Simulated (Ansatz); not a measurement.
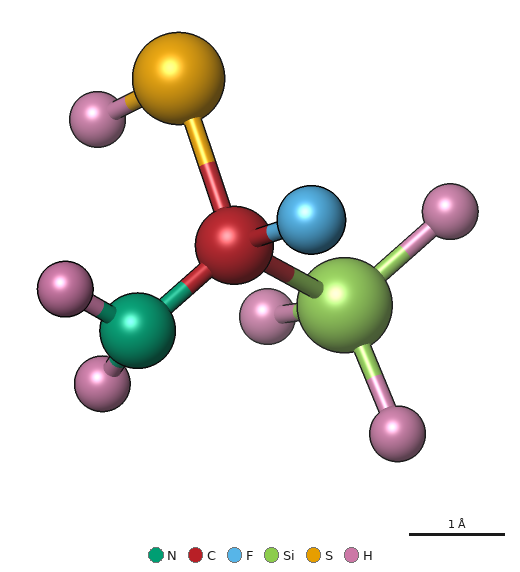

CH₆FNSSi, before the relaxation. The picture is a ball-and-stick view, seen at a tilt.

The start comes from PBE-D4/def2-SVP.

All numbers below come from RKS PBE0-D4/def2-TZVP (Ansatz).

Input file:
```yaml
crystal:
  periodic: [false, false, false]
  atoms:
    - {symbol: N, position_ang: [0.024593, 1.098560, 1.104429]}
    - {symbol: C, position_ang: [0.154980, 0.589182, -0.197952]}
    - {symbol: F, position_ang: [1.113283, 1.333405, -0.903768]}
    - {symbol: Si, position_ang: [0.700973, -1.257717, -0.280388]}
    - {symbol: S, position_ang: [-1.375144, 0.807164, -1.314813]}
    - {symbol: H, position_ang: [-0.309492, 0.424509, 1.798123]}
    - {symbol: H, position_ang: [-0.519072, 1.969737, 1.150365]}
    - {symbol: H, position_ang: [0.937085, -1.621976, -1.712077]}
    - {symbol: H, position_ang: [-0.400496, -2.100920, 0.307335]}
    - {symbol: H, position_ang: [1.956599, -1.468804, 0.523164]}
    - {symbol: H, position_ang: [-2.217908, 0.169860, -0.453917]}
basis:
  gaussian: {orbitals: def2-TZVP}
hamiltonian: {xc: pbe0, dispersion: d4}
relax: {f_tol: 0.005, max_steps: 150}
```

Run as
```bash
ansatz run in.yaml --threads 4 --pin off --events-out ev --progress --plain --max-ram 10444MiB
```

### Where does the relaxation end?

Over 19 accepted moves (20 points after the start) the energy falls by 4.73 kcal/mol. Largest force component: 0.71 eV/Å at the start, 0.0021 eV/Å at the end. The line search rejected the trial step at point 12 of the run. The largest move after the best rigid fit is that of H6, 0.91 Å. By element the largest moves are H 0.91 Å, N 0.32 Å, C 0.13 Å, F 0.12 Å, Si 0.07 Å, S 0.03 Å. Near-neighbour distances that change, for instance: C2–S5 1.907 → 1.830 Å, Si4–H9 1.507 → 1.483 Å, S5–H11 1.363 → 1.342 Å, C2–Si4 1.928 → 1.910 Å. Bond angles that change, for instance: N1–C2–S5 115.3° → 110.7°, N1–C2–F3 109.7° → 112.7°, Si4–C2–S5 108.2° → 110.3°. The run took 80 s on 4 threads of Arm Neoverse V1 (shared host).

Final geometry:

```xyz
11

N    -0.2544    0.9403    1.1099
C     0.0439    0.5315   -0.1940
F     1.0438    1.3295   -0.8023
Si    0.6331   -1.2826   -0.2878
S    -1.3927    0.7917   -1.2973
H     0.5173    0.8098    1.7510
H    -0.6079    1.8888    1.1528
H     1.1288   -1.5514   -1.6562
H    -0.5118   -2.1649    0.0444
H     1.7226   -1.4859    0.7078
H    -2.2573    0.1361   -0.5078
```

After the run, drawn alike:

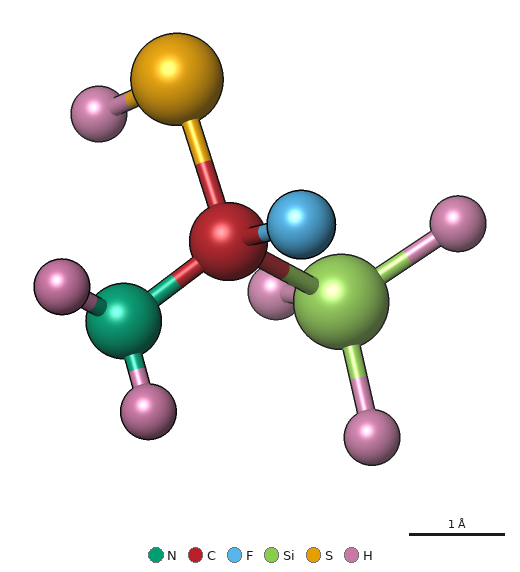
